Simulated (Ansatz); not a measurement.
**GaP wire along [110], 6 atoms a period, H-terminated: bands by functional and under strain**

Wanted: the relaxed geometry and the bands of the GaP wire along [110], 6 atoms a period, H-terminated.

Calculated with Ansatz 0.2.0; DFT PBE, plane waves, PAW; relaxation of a wire's period; PAW set soft_1, in the first sound run; inputs show where later runs differ.

### Step 1. Set-up

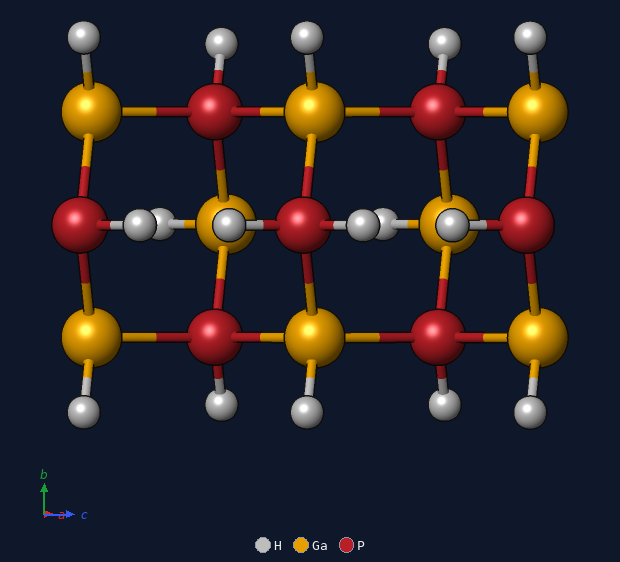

Start, viewed from the side, with the c axis across the page; hydrogen light grey, gallium orange, phosphorus red. 1×1×2 cells are drawn. Some periodic images of atoms are drawn too.

The cell holds 14 atoms: 8 H, 3 Ga and 3 P. Its edges and angles: a = 12.670 Å, b = 13.276 Å, c = 3.896 Å, α = 90.0°, β = 90.0°, γ = 90.0°. Vacuum lies along a and b. The structure's axis is c.

### Step 2. Relaxing the period

Band widths follow the bond lengths, so the wire is relaxed first. The atoms and the third cell vector are free; the box across stays fixed as vacuum. A Fermi-Dirac smearing is set since the result may be a metal. The pressure printed is a third of the stress's trace over the whole box, vacuum included; only the stress along the axis is relaxed.

input.yaml reads:

```yaml
crystal:
  lattice:
    - [12.67, 0.0, 0.0]
    - [0.0, 13.276, 0.0]
    - [0.0, 0.0, 3.8961583643]
  atoms:
    - { symbol: H, position: [0.370236579, 0.256101235, 0.0] }
    - { symbol: Ga, position: [0.442234482, 0.353273923, 0.0] }
    - { symbol: H, position: [0.731675163, 0.50001083, 0.168888049] }
    - { symbol: H, position: [0.268350434, 0.50001083, 0.299677272] }
    - { symbol: P, position: [0.550955871, 0.646747737, 0.5] }
    - { symbol: P, position: [0.550955871, 0.353273923, 0.5] }
    - { symbol: H, position: [0.61611853, 0.73469517, 0.5] }
    - { symbol: H, position: [0.61611853, 0.26532649, 0.5] }
    - { symbol: Ga, position: [0.65967726, 0.50001083, 0.5] }
    - { symbol: H, position: [0.268350434, 0.50001083, 0.700322728] }
    - { symbol: H, position: [0.731675163, 0.50001083, 0.831111951] }
    - { symbol: P, position: [0.333513093, 0.50001083, 0.0] }
    - { symbol: H, position: [0.370236579, 0.743920425, 0.0] }
    - { symbol: Ga, position: [0.442234482, 0.646747737, 0.0] }
kpoints:
  mp_grid: { grid: [1, 1, 21] }
scf:
  occupations: { method: fermi_dirac, width: 0.05 }
hamiltonian:
  xc: pbe
  pseudopotentials: { kind: paw, azcp: { folder: soft_1 } }
relax:
  cell: { fix: [a, b, alpha, beta, gamma] }
  max_steps: 45
  f_tol: 0.03
```

The run is started by

```
ansatz run input.yaml --threads 4 --pin off --max-ram 16384MiB --backend cpu --events-out ev --progress --plain --runs-dir out
```

Numbers of over 12 decimals in the logs are rounded to 6 here.

The log of the run:

```text
Engine: ansatz 0.2.0, aarch64-unknown-linux-gnu
Pseudopotentials: kind: paw
Pseudopotential: H, paw, valence charge 1, recommended cutoff 420 eV (normal), soft_1/H.paw.azcp
Pseudopotential: Ga, paw, valence charge 13, recommended cutoff 420 eV (normal), soft_1/Ga.paw.azcp
Pseudopotential: P, paw, valence charge 5, recommended cutoff 420 eV (normal), soft_1/P.paw.azcp
Functional definition: PBE
  parameter kappa = 0.804
  parameter beta = 0.066725
  exchange = pbe_x(kappa = kappa, mu = beta*pi^2/3)
  correlation = pbe_c(beta = beta)
Crystal: 14 atoms, lattice volume = 655.361 Å³
Basis set: ecut = 420 eV, 12859 PW (Γ), exchange–correlation on 180×180×54 points (8 copies of the dense FFT grid, shifted against one another)
Bands: 45, of which v1, the nominal top of the filled ones, is band 31 counted from 1 (30 counted from 0)
Symmetry: 4 space group operations
Space group: Pmm2 (ITA 25), of the structure as read, at distance tolerance 8.7e-5 Å
k-points: 11 of 21
Non-local potential: H, projectors of the file, l = 0: 2, l = 1: 1
Non-local potential: Ga, projectors of the file, l = 0: 2, l = 1: 2, l = 2: 3, l = 3: 1
Non-local potential: P, projectors of the file, l = 0: 2, l = 1: 2, l = 2: 1
PAW form: soft (Blöchl's): semilocal exchange-correlation on the pseudo side does not see the compensation charge
PAW one-centre angular grid: H, 110 points (default); XC on 64 Gauss nodes
PAW one-centre angular grid: Ga, 590 points (default); XC on 64 Gauss nodes
PAW one-centre angular grid: P, 110 points (default); XC on 64 Gauss nodes
Initial density: superposition of atomic densities (neutral atoms: chi_scale 0, normalization atom)
Initial wavefunctions: pseudopotential atomic-orbital guess
Functional: x = pbe(κ = 0.804, μ = 0.219515), c = pbe(β = 0.066725)
SCF iter   1: F=—  HF=-13745.365219 eV  |F-HF|=—  |Δ(HF+E_count)|=         —  Δρ=3.71e-2  dr2=9.32e0  ethr=3.10e-3  ⟨swp⟩=9.9  Hψ=2760  notcnv=0  defer=6
preconditioner: auto → Resta (q_TF=auto, 1.842 Å⁻¹)  ε∞=1.7  [insulator: Δε(μ)=2.405 eV  Ē_g=14.017 eV  σ=0.050 eV  W_gap=1.00  n_scr=62 (ndim 8)  ℏωp=11.4 eV  f_vac=0.608  D(μ)=0.00/eV (n_scr^D=0)  ε∞_Penn≈1.7  vacuum switching on, ρ_ref=1.4e-2 e/Å³]
SCF iter   2: F=—  HF=-13742.695842 eV  |F-HF|=—  |Δ(HF+E_count)|=    2.67e0  Δρ=1.57e-2  dr2=1.55e0  ethr=3.10e-3  ⟨swp⟩=4.6  Hψ=1174  notcnv=0  defer=88
preconditioner: auto → LDOS  [metal: Δε(μ)=0.125 eV  Ē_g=14.083 eV  σ=0.050 eV  W_gap=0.49  n_scr=62 (ndim 8)  ℏωp=11.4 eV  f_vac=0.631  D(μ)=2.15/eV (n_scr^D=8)  β→1.0]
SCF iter   3: F=—  HF=-13742.420974 eV  |F-HF|=—  |Δ(HF+E_count)|=   2.75e-1  Δρ=6.40e-3  dr2=6.63e-1  ethr=2.50e-3  ⟨swp⟩=3.6  Hψ=1204  notcnv=0  defer=67
SCF iter   4: F=—  HF=-13742.281603 eV  |F-HF|=—  |Δ(HF+E_count)|=   1.39e-1  Δρ=2.88e-3  dr2=4.38e-2  ethr=1.07e-3  ⟨swp⟩=3.0  Hψ=933  notcnv=0  defer=67
SCF iter   5: F=—  HF=-13742.265753 eV  |F-HF|=—  |Δ(HF+E_count)|=   1.58e-2  Δρ=8.31e-4  dr2=8.91e-3  ethr=7.06e-5  ⟨swp⟩=2.7  Hψ=1028  notcnv=0  defer=58
SCF iter   6: F=—  HF=-13742.264786 eV  |F-HF|=—  |Δ(HF+E_count)|=   9.67e-4  Δρ=3.55e-4  dr2=1.01e-3  ethr=1.44e-5  ⟨swp⟩=2.0  Hψ=834  notcnv=0  defer=58
SCF iter   7: F=—  HF=-13742.265142 eV  |F-HF|=—  |Δ(HF+E_count)|=   3.56e-4  Δρ=1.55e-4  dr2=4.33e-4  ethr=1.63e-6  ⟨swp⟩=2.5  Hψ=838  notcnv=0  defer=58
SCF iter   8: F=—  HF=-13742.265154 eV  |F-HF|=—  |Δ(HF+E_count)|=   1.23e-5  Δρ=5.41e-5  dr2=7.30e-5  ethr=6.98e-7  ⟨swp⟩=2.0  Hψ=487  notcnv=0  defer=58
SCF iter   9: F=—  HF=-13742.265080 eV  |F-HF|=—  |Δ(HF+E_count)|=   7.48e-5  Δρ=2.01e-5  dr2=4.16e-6  ethr=1.18e-7  ⟨swp⟩=2.0  Hψ=491  notcnv=0  defer=58
SCF iter  10: F=—  HF=-13742.265081 eV  |F-HF|=—  |Δ(HF+E_count)|=   1.05e-6  Δρ=7.62e-6  dr2=7.02e-7  ethr=6.71e-9  ⟨swp⟩=2.1  Hψ=628  notcnv=0  defer=58
SCF iter  11: F=—  HF=-13742.265081 eV  |F-HF|=—  |Δ(HF+E_count)|=   2.08e-7  Δρ=3.59e-6  dr2=2.44e-7  ethr=1.13e-9  ⟨swp⟩=2.1  Hψ=683  notcnv=0  defer=58
SCF iter  12: F=-13742.265081 eV  HF=-13742.265081 eV  |F-HF|=5.80e-9  |Δ(HF+E_count)|=   3.39e-8  Δρ=1.59e-6  dr2=3.34e-8  ethr=1.61e-10  ⟨swp⟩=5.5  Hψ=1710  notcnv=0
SCF 1 converged in 12 iterations: F = -13742.265081 eV  dr2 = 3.34e-8
  greatest PAW one-centre occupation: 0.994 electrons in one spin orbital (limit 2), on the Ga atom at site 13 (counted from 0), in its partial waves of l = 2
relax step   1: F+E_penalty+E_count = -13742.26508086 eV  Δ(F+E_penalty+E_count) = +0.000e0 eV  max|allowed force component| = 1.356e0 eV/Å  Δτ_max = 0.0000 Å  P = +0.368 GPa  Ω = 655.361 Å³  fix = [a, b, alpha, beta, gamma]  reactions: a -0.037, b -0.048 GPa  (12 SCF iters, dr2 threshold 1.00e-7 eV, accepted)
Crystal: 14 atoms, lattice volume = 677.022 Å³
Basis set: ecut = 420 eV, 13223 PW (Γ), exchange–correlation on 180×180×54 points (8 copies of the dense FFT grid, shifted against one another)
Initial density: handed on by an earlier stage of this run
Initial wavefunctions: those handed on with the density
iter 1 solved again at ethr=9.99e-4 eV; its pass at ethr=3.10e-3 eV (dr2=6.19e-1 eV) is discarded
SCF iter   1: F=—  HF=-13743.211657 eV  |F-HF|=—  |Δ(HF+E_count)|=         —  Δρ=1.26e-2  dr2=6.34e-1  ethr=9.99e-4  ⟨swp⟩=2.6  Hψ=2846  notcnv=0
preconditioner: auto → Resta (q_TF=auto, 1.832 Å⁻¹)  ε∞=1.7  [insulator: Δε(μ)=0.872 eV  Ē_g=13.738 eV  σ=0.050 eV  W_gap=1.00  n_scr=66 (ndim 8)  ℏωp=11.2 eV  f_vac=0.667  D(μ)=0.00/eV (n_scr^D=0)  ε∞_Penn≈1.7  vacuum switching on, ρ_ref=1.4e-2 e/Å³]
SCF iter   2: F=—  HF=-13743.106028 eV  |F-HF|=—  |Δ(HF+E_count)|=   1.06e-1  Δρ=6.03e-3  dr2=1.15e-1  ethr=9.99e-4  ⟨swp⟩=4.0  Hψ=897  notcnv=0
SCF iter   3: F=—  HF=-13743.103007 eV  |F-HF|=—  |Δ(HF+E_count)|=   3.02e-3  Δρ=1.37e-3  dr2=2.00e-2  ethr=1.85e-4  ⟨swp⟩=3.0  Hψ=866  notcnv=0  defer=66
SCF iter   4: F=—  HF=-13743.099748 eV  |F-HF|=—  |Δ(HF+E_count)|=   3.26e-3  Δρ=2.79e-4  dr2=5.93e-4  ethr=3.22e-5  ⟨swp⟩=2.4  Hψ=654  notcnv=0  defer=66
SCF iter   5: F=—  HF=-13743.099787 eV  |F-HF|=—  |Δ(HF+E_count)|=   3.86e-5  Δρ=8.79e-5  dr2=4.87e-5  ethr=9.57e-7  ⟨swp⟩=2.0  Hψ=690  notcnv=0  defer=66
SCF iter   6: F=—  HF=-13743.099803 eV  |F-HF|=—  |Δ(HF+E_count)|=   1.64e-5  Δρ=2.91e-5  dr2=7.68e-6  ethr=7.85e-8  ⟨swp⟩=2.0  Hψ=771  notcnv=0  defer=66
SCF iter   7: F=-13743.099801 eV  HF=-13743.099800 eV  |F-HF|=9.19e-8  |Δ(HF+E_count)|=   2.46e-6  Δρ=8.77e-6  dr2=4.19e-7  ethr=2.26e-9  ⟨swp⟩=6.0  Hψ=1984  notcnv=0
SCF 2 converged in 7 iterations: F = -13743.099801 eV  dr2 = 4.19e-7
  greatest PAW one-centre occupation: 0.995 electrons in one spin orbital (limit 2), on the Ga atom at site 1 (counted from 0), in its partial waves of l = 2
[...]
SCF iter   3: F=—  HF=-13743.162017 eV  |F-HF|=—  |Δ(HF+E_count)|=   2.20e-4  Δρ=3.49e-4  dr2=9.46e-4  ethr=1.12e-5  ⟨swp⟩=2.8  Hψ=718  notcnv=0
SCF iter   4: F=—  HF=-13743.161811 eV  |F-HF|=—  |Δ(HF+E_count)|=   2.06e-4  Δρ=9.27e-5  dr2=5.75e-5  ethr=1.53e-6  ⟨swp⟩=2.0  Hψ=835  notcnv=0
SCF iter   5: F=—  HF=-13743.161818 eV  |F-HF|=—  |Δ(HF+E_count)|=   7.02e-6  Δρ=2.66e-5  dr2=4.68e-6  ethr=9.28e-8  ⟨swp⟩=2.0  Hψ=827  notcnv=0
SCF iter   6: F=-13743.161819 eV  HF=-13743.161819 eV  |F-HF|=2.11e-7  |Δ(HF+E_count)|=   8.33e-7  Δρ=9.13e-6  dr2=5.91e-7  ethr=2.26e-9  ⟨swp⟩=6.0  Hψ=1975  notcnv=0
SCF 3 converged in 6 iterations: F = -13743.161819 eV  dr2 = 5.91e-7
  greatest PAW one-centre occupation: 0.995 electrons in one spin orbital (limit 2), on the Ga atom at site 13 (counted from 0), in its partial waves of l = 2
relax step   3: F+E_penalty+E_count = -13743.16181851 eV  Δ(F+E_penalty+E_count) = -6.202e-2 eV  max|allowed force component| = 1.110e-1 eV/Å  Δτ_max = 0.0560 Å  P = -0.065 GPa  Ω = 693.907 Å³  energy of the carried Pulay correction = -5.469e-3 eV  fix = [a, b, alpha, beta, gamma]  reactions: a -0.116, b -0.127 GPa  (6 SCF iters, dr2 threshold 1.40e-6 eV, accepted)
[...]
relax step   4: F+E_penalty+E_count = -13743.16714000 eV  Δ(F+E_penalty+E_count) = -5.321e-3 eV  max|allowed force component| = 1.187e-2 eV/Å  Δτ_max = 0.0388 Å  P = +0.006 GPa  Ω = 696.781 Å³  energy of the carried Pulay correction = -5.865e-3 eV  fix = [a, b, alpha, beta, gamma]  reactions: a -0.003, b +0.028 GPa  (6 SCF iters, dr2 threshold 7.71e-7 eV, accepted)
Basis set: ecut = 420 eV, 13587 PW (Γ), exchange–correlation on 180×180×60 points (8 copies of the dense FFT grid, shifted against one another)
Initial wavefunctions: pseudopotential atomic-orbital guess (no wavefunctions were taken with the density)
iter 1 solved again at ethr=4.09e-6 eV; its pass at ethr=3.10e-3 eV (dr2=2.54e-3 eV) is discarded
SCF iter   1: F=—  HF=-13743.147770 eV  |F-HF|=—  |Δ(HF+E_count)|=         —  Δρ=3.46e-4  dr2=2.72e-5  ethr=4.09e-6  ⟨swp⟩=4.4  Hψ=4362  notcnv=0  defer=1
eigensolver tolerance schedule: the retry pair's looser diagonalisation over-reported the residual by 92.35 of it (diagonalisation noise at 0.14 of the residual, at the tolerance the schedule requests for it); recorded, not acted on — ethr = c·dr2/N_el stays at c = 1.0e-1
preconditioner: auto → Resta (q_TF=auto, 1.823 Å⁻¹)  ε∞=1.6  [insulator: Δε(μ)=1.225 eV  Ē_g=13.754 eV  σ=0.050 eV  W_gap=1.00  n_scr=70 (ndim 8)  ℏωp=11.1 eV  f_vac=0.665  D(μ)=0.00/eV (n_scr^D=0)  ε∞_Penn≈1.6  vacuum switching on, ρ_ref=1.4e-2 e/Å³]
SCF iter   2: F=—  HF=-13743.166212 eV  |F-HF|=—  |Δ(HF+E_count)|=   1.84e-2  Δρ=1.75e-4  dr2=8.32e-6  ethr=4.39e-8  ⟨swp⟩=3.5  Hψ=1137  notcnv=0
SCF iter   3: F=—  HF=-13743.174336 eV  |F-HF|=—  |Δ(HF+E_count)|=   8.12e-3  Δρ=3.82e-5  dr2=2.08e-6  ethr=1.34e-8  ⟨swp⟩=3.3  Hψ=1170  notcnv=0
SCF iter   4: F=—  HF=-13743.174938 eV  |F-HF|=—  |Δ(HF+E_count)|=   6.02e-4  Δρ=4.16e-6  dr2=7.43e-8  ethr=3.35e-9  ⟨swp⟩=2.0  Hψ=909  notcnv=0
SCF iter   5: F=—  HF=-13743.174944 eV  |F-HF|=—  |Δ(HF+E_count)|=   5.92e-6  Δρ=1.62e-6  dr2=1.27e-8  ethr=1.20e-10  ⟨swp⟩=2.5  Hψ=881  notcnv=0
SCF iter   6: F=—  HF=-13743.174945 eV  |F-HF|=—  |Δ(HF+E_count)|=   1.57e-6  Δρ=5.31e-7  dr2=2.71e-9  ethr=2.05e-11  ⟨swp⟩=2.2  Hψ=853  notcnv=0
SCF iter   7: F=-13743.174945 eV  HF=-13743.174945 eV  |F-HF|=3.55e-10  |Δ(HF+E_count)|=   4.23e-8  Δρ=1.15e-7  dr2=9.31e-11  ethr=1.00e-12  ⟨swp⟩=4.5  Hψ=2112  notcnv=0
SCF 5 converged in 7 iterations: F = -13743.174945 eV  dr2 = 9.31e-11
relax step   5: F+E_penalty+E_count = -13743.17494540 eV  Δ(F+E_penalty+E_count) = -7.805e-3 eV  max|allowed force component| = 1.248e-2 eV/Å  Δτ_max = 0.0000 Å  P = +0.014 GPa  Ω = 696.781 Å³  fix = [a, b, alpha, beta, gamma]  reactions: a -0.000, b +0.031 GPa  stress off target by 1.04e-2 GPa on what of the cell is left free  SCF on the basis re-selected at this cell (its energy is not comparable with the rows above)  (7 SCF iters)
basis re-selected at this cell: Δ(F+E_penalty+E_count) = -7.805e-3 eV, ΔP = +0.008 GPa vs the last step (what re-selecting the basis moved, of the pressure what is left beyond the Pulay correction that the steps carried, after the strain that the cell walked since its last selection, with what the two solves' SCF thresholds leave and, on support functions, any second-order correction that the steps lacked; it is no measure of the basis error at this ecutwfc). The dense FFT grid was sized anew with the basis: this SCF ran on 90×90×30 points, the steps before it on 90×90×27, so part of this shift can come from that change (see relax.cell in the input reference). [rest of the remark cut]
SCF converged after 7 iterations
Free energy (F): -13743.174945 eV
Harris-Foulkes:  -13743.174945 eV  (|F-HF|=3.55e-10)
Internal energy: -13743.174945 eV  (E = F + TS)
E sigma→0 (E₀):  -13743.174945 eV
Entropy (-TS):   -0.000001 eV (-0.000 meV/atom)
Fermi energy:    -1.471287 eV
--- Per-component energies (eV) ---
  E_band       = -740.631197
  E_kinetic    = 644.295006
  E_local      = -16478.635763  (includes V_loc(G=0)·N_el)
  E_nonlocal   = -177.481420
  E_hartree    = 8479.198777
  E_xc         = -476.800060
  E_vxc        = -438.275297  (∫ρ·V_xc dr)
  E_paw        = -7652.900687  (= ΣΔE_a)
  E_vpaw       = -1248.923163  (= ΣTr[D̂ρ^β])
  E_aug_tail   = -0.008406  (compensation charges beyond the density's cutoff)
  E_ewald      = 1919.157609
  E_smearing   = -0.000001  (= −TS)
  E_closure    = -0.000000  (closes the sum)
  Σ components = -13743.174945   (vs F -13743.174945, Δ=0.00e0)
--- Forces (eV/Å), atoms counted from 1 ---
  atom   1  H     -0.00726997    -0.00939176     0.00000000
  atom   2  Ga     0.01109219    -0.00223589     0.00000000
  atom   3  H      0.00761312     0.00000000     0.00521165
  atom   4  H     -0.00121801     0.00000000    -0.00665952
  atom   5  P      0.00722058     0.01247743     0.00000000
  atom   6  P      0.00722058    -0.01247743     0.00000000
  atom   7  H     -0.01055572    -0.00003869     0.00000000
  atom   8  H     -0.01055572     0.00003869     0.00000000
  atom   9  Ga    -0.00811578     0.00000000     0.00000000
  atom  10  H     -0.00121801     0.00000000     0.00665952
  atom  11  H      0.00761312     0.00000000    -0.00521165
  atom  12  P     -0.00565074     0.00000000     0.00000000
  atom  13  H     -0.00726997     0.00939176     0.00000000
  atom  14  Ga     0.01109219     0.00223589     0.00000000
  max |Σ_I F_I| component: 2.12e-6 eV/Å
--- Stress (GPa, compression-positive) ---
       -0.000392       0.000000       0.000000
        0.000000       0.031439       0.000000
        0.000000       0.000000       0.010437
  P = ⅓ Tr σ = 0.0138 GPa (0.138 kbar)
--- Relaxed structure (4 steps of the walk, 4 accepted, 1 SCFs on fresh bases) ---
  F+E_penalty+E_count = -13743.17494540 eV   max|allowed force component| = 1.248e-2 eV/Å   (the final SCF, on the basis selected at the relaxed cell)
  cell:  # Å, volume = 696.7812 Å³
    - [12.67, 0.0, 0.0]
    - [0.0, 13.276, 0.0]
    - [0.0, 0.0, 4.142405]
  atoms:
    - { symbol: H, position: [0.366198, 0.249268, 0.0] }
    - { symbol: Ga, position: [0.443982, 0.340654, 0.0] }
    - { symbol: H, position: [0.730866, 0.50001083, 0.178417] }
    - { symbol: H, position: [0.275040, 0.50001083, 0.255742] }
    - { symbol: P, position: [0.543507, 0.637569, 0.5] }
    - { symbol: P, position: [0.543507, 0.362453, 0.5] }
    - { symbol: H, position: [0.606706, 0.726385, 0.5] }
    - { symbol: H, position: [0.606706, 0.273636, 0.5] }
    - { symbol: Ga, position: [0.670106, 0.50001083, 0.5] }
    - { symbol: H, position: [0.275040, 0.50001083, 0.744258] }
    - { symbol: H, position: [0.730866, 0.50001083, 0.821583] }
    - { symbol: P, position: [0.349627, 0.50001083, 0.0] }
    - { symbol: H, position: [0.366198, 0.750753, 0.0] }
    - { symbol: Ga, position: [0.443982, 0.659367, 0.0] }
```

Run time: 47 s. Hardware: 4 threads of Arm Neoverse V1, shared host; peak memory 1.1 GiB.

The steps of the relaxation:

| step | energy less that of the first step (eV) | largest force component (eV/Å) | pressure (GPa) | volume (Å³) |
| --- | --- | --- | --- | --- |
| 1 | 0.0000 | 1.3565 | 0.37 | 655.36 |
| 2 | -0.8347 | 0.5972 | 0.15 | 677.02 |
| 3 | -0.8967 | 0.1110 | -0.07 | 693.91 |
| 4 | -0.9021 | 0.0119 | 0.01 | 696.78 |
| 5* | -0.9099 | 0.0125 | 0.01 | 696.78 |

Relaxation steps marked * repeat the geometry before them on a plane-wave basis chosen anew for their cell, so energy and pressure can jump there.

Forces are held to the 4 operations that the run works with; a distortion that breaks them can't arise in this run.

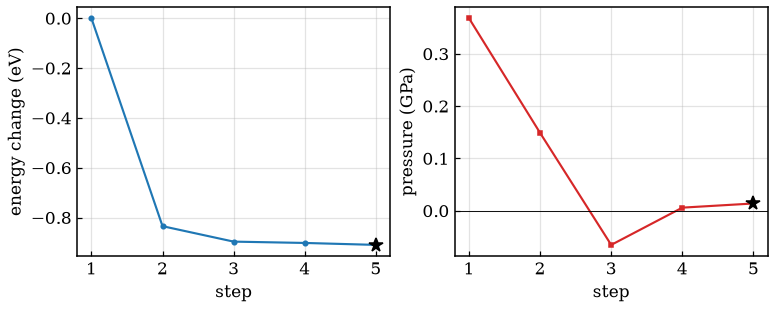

Energy and pressure along the relaxation. Stars mark steps on a basis chosen anew.

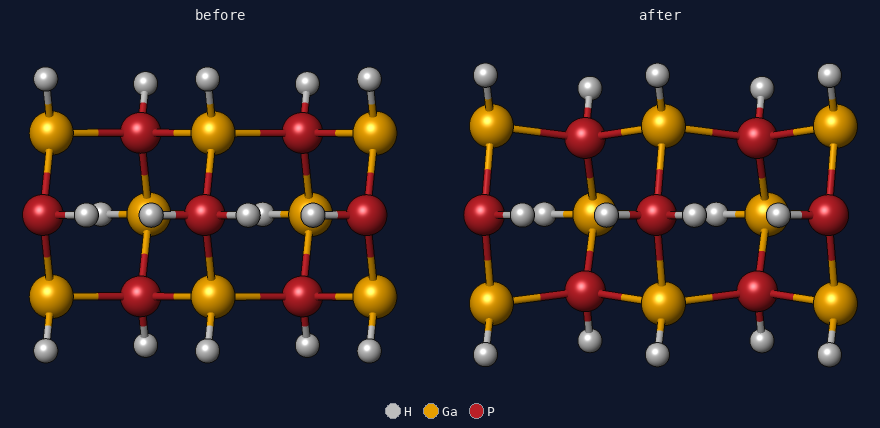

The structure before and after the relaxation, drawn at the same scale.

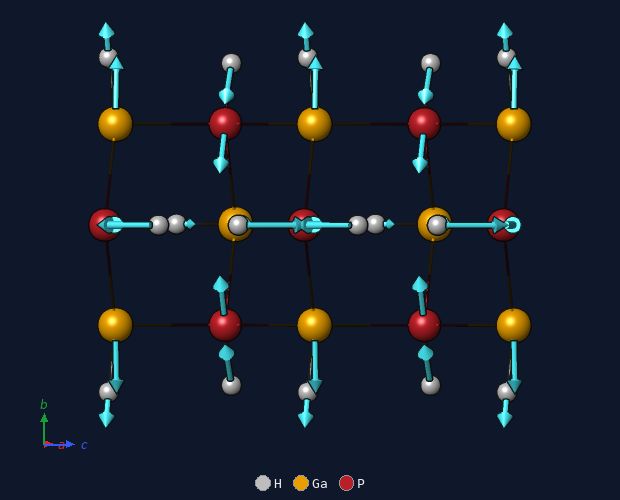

Displacements in the relaxation, exaggerated, measured against the changing cell; the longest in the cell stands for 0.20 Å. 1×1×2 cells are drawn. Some periodic images of atoms are drawn too.

| cell as run | before | after | change |
| --- | --- | --- | --- |
| c (Å) | 3.896 | 4.142 | +6.3 % |

The atoms that moved most (Å, along periodic axes as changes of fractional coordinates times the final cell, across vacuum about the mean position):

| atom | dx | dy | dz | length |
| --- | --- | --- | --- | --- |
| P12 | 0.204 | 0.000 | 0.000 | 0.204 |
| H10 | 0.085 | 0.000 | 0.182 | 0.201 |
| H4 | 0.085 | 0.000 | -0.182 | 0.201 |
| Ga2 | 0.022 | -0.168 | 0.000 | 0.169 |
| Ga14 | 0.022 | 0.168 | 0.000 | 0.169 |
| H8 | -0.119 | 0.110 | 0.000 | 0.162 |
| H7 | -0.119 | -0.110 | 0.000 | 0.162 |
| P5 | -0.094 | -0.122 | 0.000 | 0.154 |

Numbers from this step:

```yaml
cell_length_along_the_wire: 4.142 Å
```

The cell's length comes to 4.142 Å with spin left out.

(Continued in part 2 of 3.)

[Logs are printed without paths, hosts, clocks, repeated set-up lines and the standing remarks that a program may print on its own settings, such as how far it seeks lower states.]

[Hosts, paths, dates, database ids (printed as entryN), source tags and the programs' standing remarks are cut or masked in the printed files.]
